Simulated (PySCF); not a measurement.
# WO2H2: structure of the singlet

Where does singlet WO2H2 go from a square planar (ligand arrangement 1) start, is the end point a minimum, and what are its modes, charges and moments?

Computed with PySCF 2.14.0. Level: PBE0, basis W def2-TZVP with ECP60, O def2-TZVP, H def2-TZVP, scalar-relativistic core potentials, no spin–orbit coupling, density fitting.

## (1) Starting geometry

5 atoms, charge 0, spin multiplicity 1.

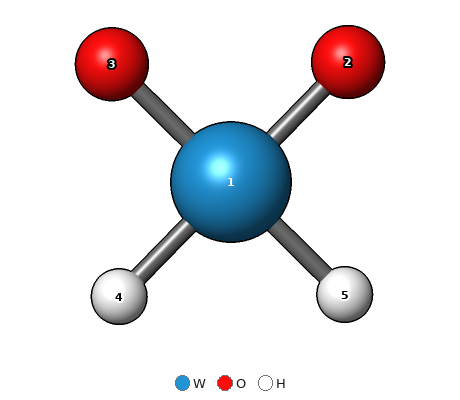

As it starts; tungsten blue, oxygen red, hydrogen white; atoms are numbered from 1 in the order of the file.

Z-matrix (Å, degrees; charge 0 multiplicity 1):
```
W
O  1 1.7700
O  1 1.7700 2 90.00
H  1 1.6900 3 90.00 2 180.00
H  1 1.6900 2 90.00 3 180.00
```

## (2) The SCF at the typed geometry

The steps below are one call of a driver around PySCF. For each, scf.py gives the equivalent set-up of the SCF; relaxations use the driver's own optimiser. After this first run the driver tries any further starts and a stability analysis.

File scf.py:

```python
from pyscf import gto, scf, dft
mol = gto.M(atom='''
W      0.000000     0.000000     0.000000
O     -1.770000     0.000000     0.000000
O     -0.000000    -1.770000     0.000000
H      1.690000     0.000000     0.000000
H      0.000000     1.690000     0.000000''',
    basis={'W': 'def2-TZVP', 'O': 'def2-TZVP', 'H': 'def2-TZVP'},
    ecp={'W': 'def2-TZVP'},
    charge=0, spin=0)
mf = dft.RKS(mol, xc='PBE0')
mf.grids.atom_grid = (50, 194)
aux = {'W': 'def2-universal-JKFIT', 'O': 'def2-universal-JKFIT', 'H': 'def2-universal-JKFIT'}
mf = mf.density_fit(auxbasis=aux)
mf.conv_tol = 1e-08
mf.diis_space = 10
mf.max_cycle = 60
mf.init_guess = 'minao'
mf.verbose = 4
mf.kernel()
```

On the command line:

```
> OMP_NUM_THREADS=4 python axn.py task.json out
```

Log:

```text
init E= -198.459786756592
  HOMO = -0.437184297054983  LUMO = -0.296224527594191  gap/eV = 3.83571
cycle= 1 E= -217.626656771208  delta_E= -19.2  |g|= 1.94  |ddm|= 8.59
  HOMO = -0.205351624126527  LUMO = -0.126069872902811  gap/eV = 2.15737
cycle= 2 E= -203.570802621465  delta_E= 14.1  |g|= 7.02  |ddm|=  5.1
  HOMO = -0.24602381029903  LUMO = -0.232501278479353  gap/eV = 0.36797
cycle= 3 E= -218.432872405068  delta_E= -14.9  |g|= 0.558  |ddm|= 4.26
  HOMO = -0.298071576759643  LUMO = -0.233032242868006  gap/eV = 1.76981
cycle= 4 E= -218.452831949393  delta_E= -0.02  |g|= 0.39  |ddm|= 0.347
  HOMO = -0.290983901305601  LUMO = -0.225772820400707  gap/eV = 1.77448
cycle= 5 E= -218.472106651737  delta_E= -0.0193  |g|= 0.24  |ddm|= 0.112
  HOMO = -0.291238868024593  LUMO = -0.213920452661636  gap/eV = 2.10394
cycle= 6 E= -218.483073519746  delta_E= -0.011  |g|= 0.0301  |ddm|= 0.121
  HOMO = -0.295110580869657  LUMO = -0.21865360921965  gap/eV = 2.08050
cycle= 7 E= -218.483176300557  delta_E= -0.000103  |g|= 0.0218  |ddm|= 0.0319
  HOMO = -0.29427627395993  LUMO = -0.218003305160103  gap/eV = 2.07549
cycle= 8 E= -218.483266053049  delta_E= -8.98e-05  |g|= 0.00285  |ddm|= 0.0102
  HOMO = -0.294182693764558  LUMO = -0.218136878471931  gap/eV = 2.06931
cycle= 9 E= -218.483267432709  delta_E= -1.38e-06  |g|= 0.00136  |ddm|= 0.00214
  HOMO = -0.294197108232552  LUMO = -0.218159567479542  gap/eV = 2.06909
cycle= 10 E= -218.483267813669  delta_E= -3.81e-07  |g|= 0.000146  |ddm|= 0.000628
  HOMO = -0.294192564969162  LUMO = -0.218161284060255  gap/eV = 2.06892
cycle= 11 E= -218.483267822381  delta_E= -8.71e-09  |g|= 1.95e-05  |ddm|= 0.000214
  HOMO = -0.294189954565987  LUMO = -0.218162401054542  gap/eV = 2.06882
Extra cycle  E= -218.483267822562  delta_E= -1.81e-10  |g|= 3.83e-05  |ddm|= 5.36e-05
converged SCF energy = -218.483267822562
```

This step, with its further starts and checks, needed 10 s of wall time on 4 threads of Arm Neoverse V1, shared host.

Energies from each starting density:

| start | energy (Eh) |
| --- | --- |
| the minimal-basis guess | -218.483268 |
| a thermally smeared density | -218.483268 |
| a smeared PBE density | -218.483268 |

No lower closed-shell solution turned up from the other starts or in the test of internal stability.

## (3) Relaxation: square planar (ligand arrangement 1) start, singlet

The program finds C2v symmetry in the start, which this walk keeps. The walk stops when the largest gradient is under 0.0003 Eh/bohr and the energy has settled too.

scf.py, as its differences from that of step 2:

```diff
@@ -3,5 +3,5 @@
-W      0.000000     0.000000     0.000000
-O     -1.770000     0.000000     0.000000
-O     -0.000000    -1.770000     0.000000
-H      1.690000     0.000000     0.000000
-H      0.000000     1.690000     0.000000''',
+W      0.122078     0.122078     0.000000
+O     -1.647922     0.122078     0.000000
+O      0.122078    -1.647922     0.000000
+H      1.812078     0.122078     0.000000
+H      0.122078     1.812078     0.000000''',
@@ -18 +17,0 @@
-mf.init_guess = 'minao'
```

Steps of the walk:

| step | energy (Eh) | change (kJ/mol) | largest symmetric gradient (Eh/bohr) |
| --- | --- | --- | --- |
| 0 | -218.483268 | 0.00 | 0.13536 |
| 1 | -218.513874 | -80.36 | 0.04218 |
| 2 | -218.520553 | -97.89 | 0.00870 |
| 3 | -218.520973 | -98.99 | 0.00171 |
| 4 | -218.521046 | -99.19 | 0.00088 |
| 5 | -218.521062 | -99.23 | 0.00075 |
| 6 | -218.521068 | -99.25 | 0.00044 |
| 7 | -218.521073 | -99.26 | 0.00026 |
| 8 | -218.521074 | -99.26 | 0.00017 |

The walk took 17 s.

Geometry (Å) and forces (eV/Å) at some steps:

```
step 0
W    0.122   0.122   0.000  -6.961  -6.961   0.000
O   -1.648   0.122   0.000   2.249   1.650   0.000
O    0.122  -1.648   0.000   1.650   2.249   0.000
H    1.812   0.122   0.000   2.686   0.375   0.000
H    0.122   1.812   0.000   0.375   2.686   0.000
step 1
W    0.054   0.054   0.000  -2.169  -2.169   0.000
O   -1.650   0.188   0.000  -0.062   0.612   0.000
O    0.188  -1.650   0.000   0.612  -0.062   0.000
H    1.832   0.106   0.000   1.278   0.341   0.000
H    0.106   1.832   0.000   0.341   1.278   0.000
step 4
W   -0.004  -0.004   0.000   0.041   0.038   0.000
O   -1.698   0.215   0.000   0.001  -0.027   0.000
O    0.215  -1.698   0.000  -0.028   0.003   0.000
H    1.863   0.154   0.000  -0.045   0.031   0.000
H    0.154   1.863   0.000   0.031  -0.045   0.000
step 8
W   -0.005  -0.005   0.000  -0.010  -0.007   0.000
O   -1.700   0.213   0.000   0.004   0.004   0.000
O    0.213  -1.700   0.000   0.004   0.002   0.000
H    1.855   0.167   0.000   0.002  -0.001   0.000
H    0.167   1.855   0.000   0.000   0.002   0.000
```

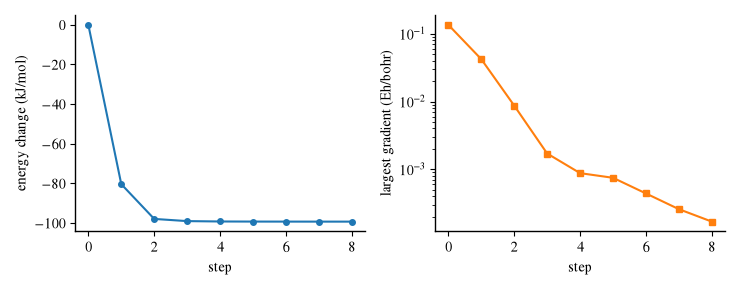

Energy and largest gradient along the walk.

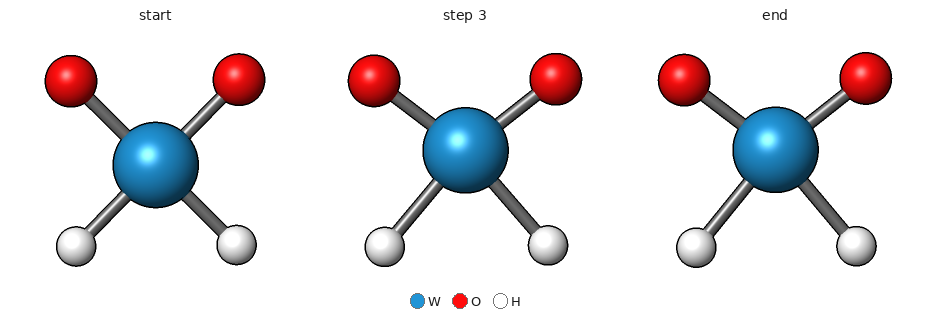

Start and end of the relaxation, with a step between.

After 8 steps and 99.3 kJ/mol it ends at C2v: W–H 1.868 Å (×2), W–O 1.709 Å (×2); H–W–H 79.4°, H–W–O 88.0° (×2), H–W–O 167.4° (×2), O–W–O 104.7°.

## (4) Vibrations and properties at this point

On the finer grid the gradient is checked again; gradients at displacements of ±0.02 bohr then give force constants and infrared intensities.

scf.py, as its differences from that of step 3:

```diff
@@ -3,5 +3,5 @@
-W      0.122078     0.122078     0.000000
-O     -1.647922     0.122078     0.000000
-O      0.122078    -1.647922     0.000000
-H      1.812078     0.122078     0.000000
-H      0.122078     1.812078     0.000000''',
+W      0.098867     0.098867     0.000000
+O     -1.596235     0.317434     0.000000
+O      0.317434    -1.596235     0.000000
+H      1.958630     0.271311     0.000000
+H      0.271311     1.958630     0.000000''',
@@ -12 +12 @@
-mf.grids.atom_grid = (50, 194)
+mf.grids.atom_grid = (75, 302)
@@ -15 +15 @@
-mf.conv_tol = 1e-08
+mf.conv_tol = 1e-10
```

This SCF starts from the last density.

SCF at the final geometry:

```text
init E= -218.521067470154
  HOMO = -0.271304854786823  LUMO = -0.219165573644382  gap/eV = 1.41878
cycle= 1 E= -218.521067470019  delta_E= 1.35e-10  |g|= 2.73e-05  |ddm|= 1.99e-05
  HOMO = -0.271305933886435  LUMO = -0.219169746115174  gap/eV = 1.41870
cycle= 2 E= -218.521067468119  delta_E= 1.9e-09  |g|= 0.000103  |ddm|= 6.46e-05
  HOMO = -0.271305189625792  LUMO = -0.219166879365723  gap/eV = 1.41876
cycle= 3 E= -218.521067470163  delta_E= -2.04e-09  |g|= 1.92e-06  |ddm|= 4.95e-05
  HOMO = -0.271305150616765  LUMO = -0.21916670063634  gap/eV = 1.41876
cycle= 4 E= -218.521067470164  delta_E= -7.96e-13  |g|= 1.14e-06  |ddm|= 1.93e-06
  HOMO = -0.271305110241322  LUMO = -0.21916658584091  gap/eV = 1.41876
Extra cycle  E= -218.521067470162  delta_E= 2.73e-12  |g|= 4.09e-06  |ddm|= 2.76e-06
converged SCF energy = -218.521067470162
```

The whole step took 45 s.

Geometry: C2v; W–H 1.868 Å (×2), W–O 1.709 Å (×2); H–W–H 79.4°, H–W–O 88.0° (×2), H–W–O 167.4° (×2), O–W–O 104.7°.

Harmonic modes (main isotopes):

```csv
symmetry,ω (cm⁻¹),IR (km/mol)
a2,1586i,0.0
b2,1211i,196
b1,604i,550
a1,335,0.7
b2,777,18.2
a1,833,0.2
a1,1008,138
b2,1489,0.1
a1,1654,83.5
```

3 modes are imaginary, the largest at 1586i cm⁻¹: a saddle point, not a minimum.

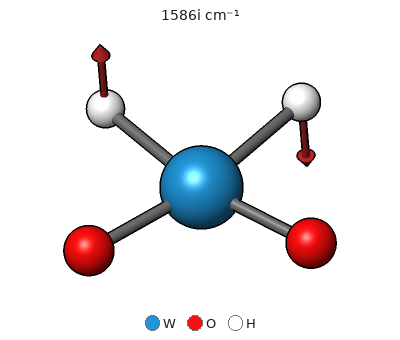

The imaginary mode, as arrows.

Constants and moments:

```yaml
Dipole_moment: 0.52 D
Highest_occupied_level: -7.38 eV
Lowest_empty_level: -5.96 eV
Rotational_constants: 0.4849, 0.2744, 0.1752 cm⁻¹
Zero-point_energy_real_modes: 36.5 kJ/mol
Principal_polarisabilities: 37.9, 54.6, 58.6 bohr³
Atomisation_energy_without_zero-point_energy: 1501 kJ/mol
Principal_traceless_quadrupole_moments_about_the_centre_of_mass: -7.49, -5.67, 13.16 D Å
```

Populations by atom (charges in e):

```csv
atom,Mulliken,Löwdin,polar tensor,Mayer order to W1
W1,0.91,0.75,1.99,–
"O2,3",-0.37,-0.21,-0.67,2.17
"H4,5",-0.08,-0.16,-0.32,0.93
```

Mulliken populations on W1 (outside its core potential): s 2.87, p 6.54, d 3.53, f 0.16.

## (5) Downhill along the imaginary mode

The start is the last point, displaced along its most imaginary mode.

The program finds C2 symmetry in the start, which this walk keeps. Threshold on the gradient: 0.0003 Eh/bohr, with a further test on the energy change.

scf.py, as its differences from that of step 4:

```diff
@@ -3,5 +3,5 @@
-W      0.098867     0.098867     0.000000
-O     -1.596235     0.317434     0.000000
-O      0.317434    -1.596235     0.000000
-H      1.958630     0.271311     0.000000
-H      0.271311     1.958630     0.000000''',
+W      0.098960     0.098960    -0.000000
+O     -1.596142     0.317527    -0.006667
+O      0.317527    -1.596142     0.006667
+H      1.958722     0.271404    -0.120000
+H      0.271404     1.958722     0.120000''',
@@ -12 +12 @@
-mf.grids.atom_grid = (75, 302)
+mf.grids.atom_grid = (50, 194)
@@ -15 +15 @@
-mf.conv_tol = 1e-10
+mf.conv_tol = 1e-08
```

Energy and gradient, step by step:

| step | energy (Eh) | change (kJ/mol) | largest symmetric gradient (Eh/bohr) |
| --- | --- | --- | --- |
| 0 | -218.525723 | 0.00 | 0.01779 |
| 1 | -218.564382 | -101.50 | 0.02888 |
| 2 | -218.615026 | -234.46 | 0.04738 |
| 3 | -218.658650 | -349.00 | 0.03768 |
| 4 | -218.685412 | -419.26 | 0.02729 |
| 5 | -218.701105 | -460.46 | 0.03114 |
| 6 | -218.705399 | -471.74 | 0.01013 |
| 7 | -218.706476 | -474.57 | 0.00633 |
| 8 | -218.706753 | -475.29 | 0.00228 |
| 9 | -218.706822 | -475.48 | 0.00225 |
| 10 | -218.706837 | -475.51 | 0.00039 |
| 11 | -218.706838 | -475.52 | 0.00002 |

The walk took 24 s.

Geometry (Å) and forces (eV/Å) at some steps:

```
step 0
W    0.099   0.099   0.000  -0.162  -0.162   0.000
O   -1.596   0.318  -0.007   0.077   0.119  -0.822
O    0.318  -1.596   0.007   0.119   0.077   0.822
H    1.959   0.271  -0.120  -0.134   0.101  -0.914
H    0.271   1.959   0.120   0.101  -0.134   0.914
step 1
W    0.106   0.106   0.000  -0.863  -0.863   0.000
O   -1.589   0.317  -0.193   1.189   0.241  -1.401
O    0.317  -1.589   0.193   0.241   1.189   1.401
H    1.950   0.266  -0.331  -0.815   0.247  -1.485
H    0.266   1.950   0.331   0.247  -0.815   1.485
step 6
W    0.225   0.225   0.000  -0.126  -0.125  -0.001
O   -1.219   0.270  -0.898   0.522   0.076   0.458
O    0.270  -1.219   0.898   0.075   0.520  -0.457
H    1.526   0.249  -1.188  -0.293  -0.178   0.326
H    0.249   1.526   1.188  -0.178  -0.293  -0.326
step 11
W    0.241   0.241   0.000  -0.001  -0.001   0.000
O   -1.212   0.304  -0.860   0.000   0.001  -0.001
O    0.304  -1.212   0.860   0.001   0.000   0.000
H    1.520   0.197  -1.166   0.001   0.000  -0.001
H    0.197   1.520   1.166   0.000   0.001   0.001
```

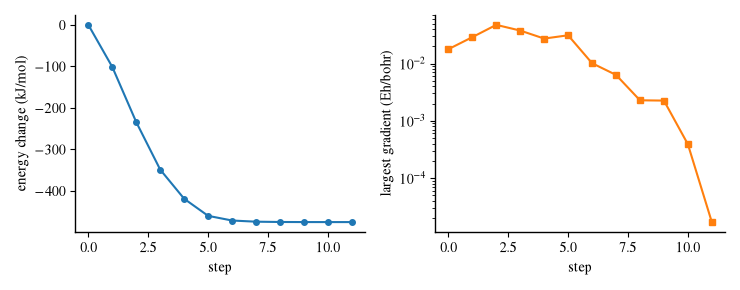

Energy and largest gradient along the walk.

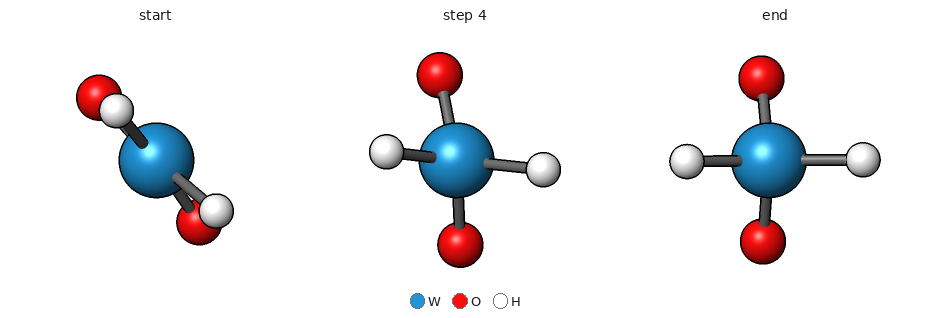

The geometry along the walk, at one scale.

After 11 steps and 475.5 kJ/mol it ends at C2v: W–H 1.732 Å (×2), W–O 1.690 Å (×2); H–W–H 119.4°, H–W–O 107.1° (×4), O–W–O 108.9°.

## (6) Frequencies

The same treatment as at the point before.

scf.py, as its differences from that of step 5:

```diff
@@ -3,5 +3,5 @@
-W      0.098960     0.098960    -0.000000
-O     -1.596142     0.317527    -0.006667
-O      0.317527    -1.596142     0.006667
-H      1.958722     0.271404    -0.120000
-H      0.271404     1.958722     0.120000''',
+W      0.096349     0.096349    -0.000000
+O     -1.357256     0.159515    -0.860145
+O      0.159515    -1.357256     0.860145
+H      1.375507     0.052453    -1.166530
+H      0.052453     1.375507     1.166530''',
@@ -12 +12 @@
-mf.grids.atom_grid = (50, 194)
+mf.grids.atom_grid = (75, 302)
@@ -15 +15 @@
-mf.conv_tol = 1e-08
+mf.conv_tol = 1e-10
```

SCF at the final geometry:

```text
init E= -218.706848062647
  HOMO = -0.35187014438633  LUMO = -0.126970513796614  gap/eV = 6.11983
cycle= 1 E= -218.70684806232  delta_E= 3.27e-10  |g|= 4.35e-05  |ddm|= 2.57e-05
  HOMO = -0.351870989898126  LUMO = -0.126969992098353  gap/eV = 6.11987
cycle= 2 E= -218.706848059105  delta_E= 3.22e-09  |g|= 0.000137  |ddm|= 8.06e-05
  HOMO = -0.351870322578191  LUMO = -0.126970403563533  gap/eV = 6.11984
cycle= 3 E= -218.706848062685  delta_E= -3.58e-09  |g|= 3.51e-07  |ddm|= 6.11e-05
  HOMO = -0.351870356645634  LUMO = -0.126970394957837  gap/eV = 6.11984
cycle= 4 E= -218.706848062684  delta_E= 5.68e-13  |g|= 2.31e-07  |ddm|= 2.63e-07
  HOMO = -0.351870309054676  LUMO = -0.126970414661816  gap/eV = 6.11984
Extra cycle  E= -218.706848062683  delta_E= 9.66e-13  |g|= 7.22e-07  |ddm|= 4.32e-07
converged SCF energy = -218.706848062683
```

The whole step needed 43 s of wall time on 4 threads of Arm Neoverse V1, shared host.

Geometry: C2v; W–H 1.732 Å (×2), W–O 1.690 Å (×2); H–W–H 119.4°, H–W–O 107.1° (×4), O–W–O 108.9°.

Harmonic modes (main isotopes):

```json
{"symmetry": "a1", "ω (cm⁻¹)": "348", "IR (km/mol)": "4.9"}
{"symmetry": "b2", "ω (cm⁻¹)": "465", "IR (km/mol)": "1.1"}
{"symmetry": "b1", "ω (cm⁻¹)": "654", "IR (km/mol)": "6.5"}
{"symmetry": "a2", "ω (cm⁻¹)": "685", "IR (km/mol)": "0.0"}
{"symmetry": "a1", "ω (cm⁻¹)": "787", "IR (km/mol)": "47.9"}
{"symmetry": "b1", "ω (cm⁻¹)": "1038", "IR (km/mol)": "200"}
{"symmetry": "a1", "ω (cm⁻¹)": "1082", "IR (km/mol)": "70.1"}
{"symmetry": "b2", "ω (cm⁻¹)": "1990", "IR (km/mol)": "157"}
{"symmetry": "a1", "ω (cm⁻¹)": "2004", "IR (km/mol)": "90.5"}
```

No imaginary mode, so this is a minimum.

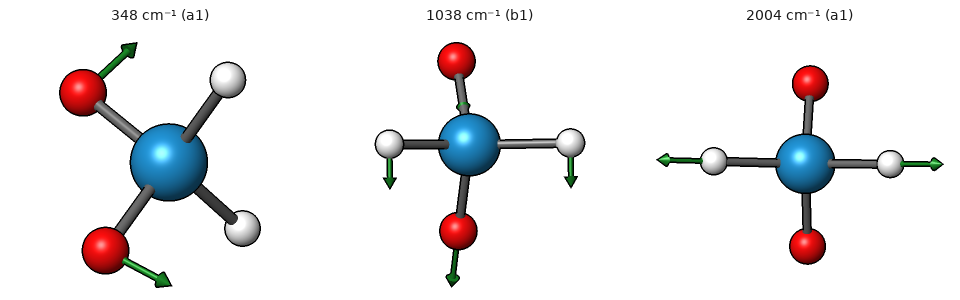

How the atoms move in 3 of the modes.

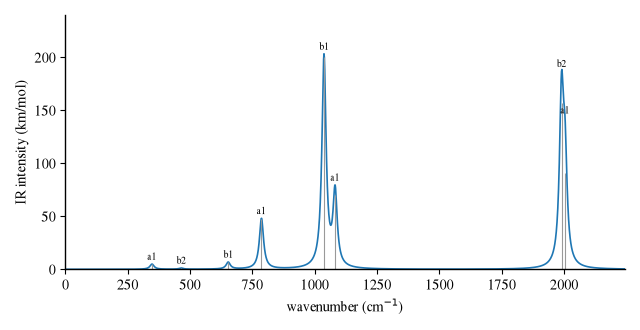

The harmonic infrared spectrum (widths in cm⁻¹). Lines are broadened to a width of 20 cm⁻¹ (Lorentzian).

Constants and moments:

```
Dipole moment                                                   : 2.77 D
Highest occupied level                                          : -9.57 eV
Lowest empty level                                              : -3.46 eV
Rotational constants                                            : 0.512, 0.2595, 0.1897 cm⁻¹
Zero-point energy                                               : 54.2 kJ/mol
Principal polarisabilities                                      : 41.0, 41.7, 46.1 bohr³
Atomisation energy without zero-point energy                    : 1989 kJ/mol
Principal traceless quadrupole moments about the centre of mass : -3.81, 1.60, 2.22 D Å
Entropy at 298.15 K and 1 bar                                   : 281.8 J/(mol K)
Heat capacity Cp at 298.15 K                                    : 58.4 J/(mol K)
Enthalpy at 298.15 K above 0 K                                  : 12.56 kJ/mol
Rotational symmetry number                                      : 2
```

Charges (e) and bond orders:

| atom | Mulliken | Löwdin | polar tensor | Mayer order to W1 |
| --- | --- | --- | --- | --- |
| W1 | 1.04 | 0.69 | 1.64 | – |
| O2,3 | -0.44 | -0.25 | -0.62 | 2.15 |
| H4,5 | -0.08 | -0.09 | -0.20 | 0.97 |

Mulliken populations on W1 (outside its core potential): s 2.68, p 6.50, d 3.66, f 0.13.

## (7) Stability of the closed shell

At the lowest minimum the closed shell is tested against spin polarisation, on the (50, 194) grid. It is stable.

## (8) All stationary points

| spin | group | bonds | imaginary modes (cm⁻¹) | ΔE (kJ/mol) | with zero-point energy |
| --- | --- | --- | --- | --- | --- |
| singlet | C2v | W–H 1.732 Å (×2), W–O 1.690 Å (×2) | none | 0.0 | 0.0 |
| singlet | C2v | W–H 1.868 Å (×2), W–O 1.709 Å (×2) | 1586i, 1211i, 604i | 487.8 | – |

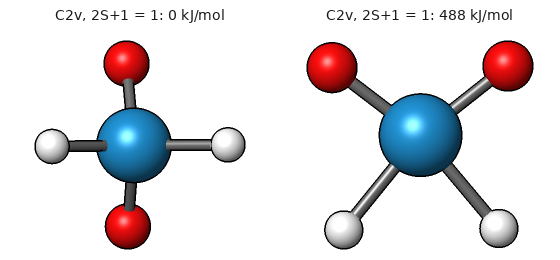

The points, lowest first (tungsten blue, oxygen red, hydrogen white).

## (9) What came out

| quantity | value |
| --- | --- |
| minimum | singlet, C2v |
| geometry | W–H 1.732 Å (×2), W–O 1.690 Å (×2); H–W–H 119.4°, H–W–O 107.1° (×4), O–W–O 108.9° |
| wavenumbers (cm⁻¹) | 348 (a1), 465 (b2), 654 (b1), 685 (a2), 787 (a1), 1038 (b1), 1082 (a1), 1990 (b2), 2004 (a1) |
| dipole moment | 2.77 D |
| highest occupied, lowest empty level | -9.57, -3.46 eV |
| polar-tensor charge of W1 | +1.64 e |
| zero-point energy | 54.2 kJ/mol |
| entropy at 298.15 K | 281.8 J/(mol K) |
| atomisation energy (no zero-point energy) | 1989 kJ/mol |

What this shows: From C2v at the start the molecule goes to a C2v minimum, after a stop at a higher-order saddle point 487.8 kJ/mol higher, from which it was pushed off along an imaginary mode. In the infrared the band at 1038 cm⁻¹ (b1, mixed) leads. Only this shape and spin were tried, so other structures or states may lie lower. With an element this heavy the missing spin–orbit coupling can shift these numbers.

The search up to here took 2.4 min.
